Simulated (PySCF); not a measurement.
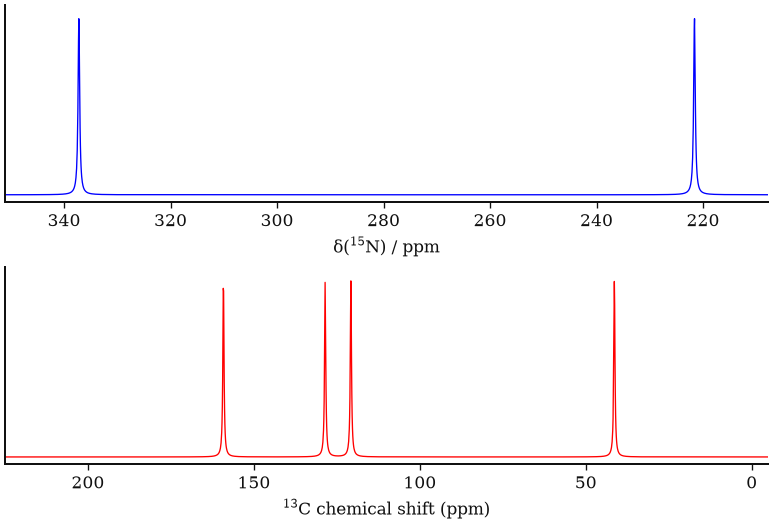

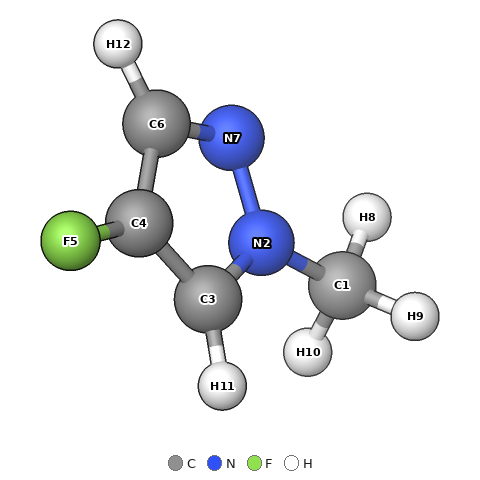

Spectrum and numbered structure of C₄H₅FN₂, SMILES Cn1cc(F)cn1. GIAO shifts, PBE0/pcSseg-1 (IEF-PCM chloroform) with PySCF 2.14.0, at a PBE0-D3(BJ)/def2-SVP geometry (no frequency check), against NH₃ for ¹⁵N and TMS for ¹³C computed at the same level (¹⁵N: a single molecule, while the usual scales start at liquid NH₃ or nitromethane; multiply bonded nitrogen can come out tens of ppm too deshielded). fully decoupled, line heights follow the number of nuclei, widths are arbitrary (no quadrupolar broadening); values of one conformer, averaged over methyl-type rotors and exact or near symmetry.

Assign the ¹⁵N signals to the numbered atoms.

Answer.
```tsv
δ (ppm)	nuclei	atoms
337.2	1	N7
221.6	1	N2
```

Assign the ¹³C signals to the numbered atoms.

Answer.
```
δ (ppm)  nuclei  atoms
  159.2       1     C4
  128.5       1     C6
  120.8       1     C3
   41.4       1     C1
```
